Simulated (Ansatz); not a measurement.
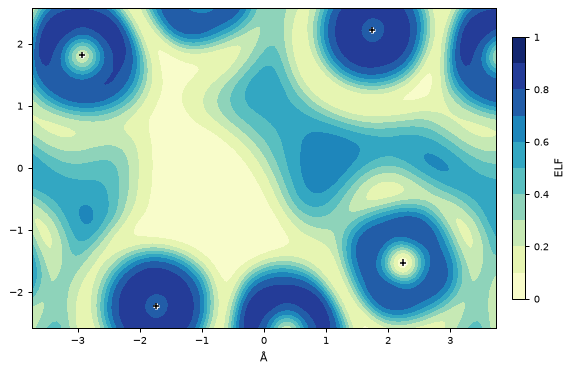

The ELF on a plane through atoms (crosses mark nuclei in the plane).

Computed with DFT PBE, scalar-relativistic, plane waves, PAW in Ansatz 0.2.0.

Candidates:
A. Si₄S, a = 3.63 Å, b = 3.89 Å, c = 15.34 Å, α = 90.00°, β = 90.00°, γ = 90.00°. Space group Pmma; a generated structure, not necessarily the stable one; changed on purpose from its base cell (volume × 0.94, shape and atoms relaxed).
B. HfNb₃O₃, a = 6.78 Å, b = 6.69 Å, c = 5.53 Å, α = 90.00°, β = 126.55°, γ = 90.00°. Space group Cm; a structure from a database of computed crystals, not necessarily the ambient phase; a generated structure, not necessarily the stable one; changed on purpose from its base cell (volume × 0.97, shape and atoms relaxed); computed pressure about 4 GPa in this cell; computed without spin polarisation.
C. Ti₂RuC₃, a = 3.11 Å, b = 3.11 Å, c = 7.22 Å, α = 90.00°, β = 90.00°, γ = 120.00°. Space group P-3m1; a generated structure, not necessarily the stable one; computed without spin polarisation.

Which system is this?

Answer. Candidate B: HfNb₃O₃ on the (010) plane of the conventional cell, which holds Hf, Nb and O.
